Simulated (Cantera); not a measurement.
Charge: 1 mol SiCl₄, 2.9 mol HCl, a varied amount of H₂, 2.2 mol Cl₂, at 900 °C and 140000 Pa.

Method: chemical equilibrium by Gibbs-energy minimisation in Cantera with the NASA 1993 tables (ideal gas, pure condensed phases). Candidate condensed phases: Si; 19 gas species. The tables' values for SiCl₃ are old estimates; treat these amounts as uncertain. Equilibrium is a limit: real reactors are often held back by kinetics, nucleation or transport.

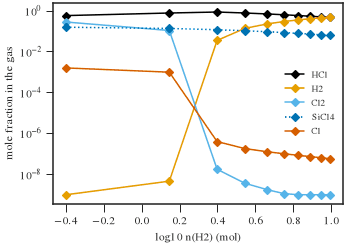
Figure. Equilibrium gas composition (values under 1e-9 drawn at 1e-9)

From 0.4 mol H₂ to 9.8 mol H₂ nothing is condensed. The main Si-bearing gas is SiCl₄ throughout.
